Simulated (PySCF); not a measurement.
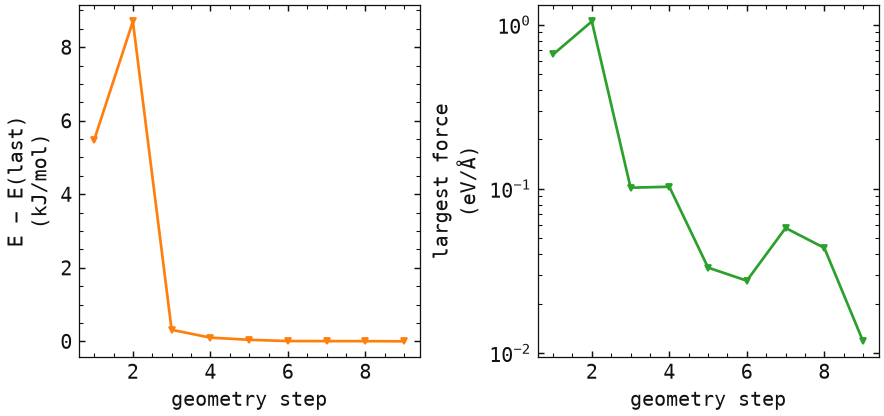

History of a geometry optimisation.

The run: Diboron tetrafluoride (SMILES FB(F)B(F)F), by PySCF, PBE0-D3(BJ)/def2-SVP, geometry optimisation.

> How did the optimisation end?

The optimisation met its thresholds at geometry 9, counting the start as the first. The energy fell by about 5.5 kJ/mol from the first step to the last, with a rise at step 2. The largest force goes from about 0.66 eV/Å at the start to 0.012 eV/Å at the end, with a peak of 1 eV/Å at step 2.

> By which step was nine tenths of the energy gained?

By step 3 of 9.
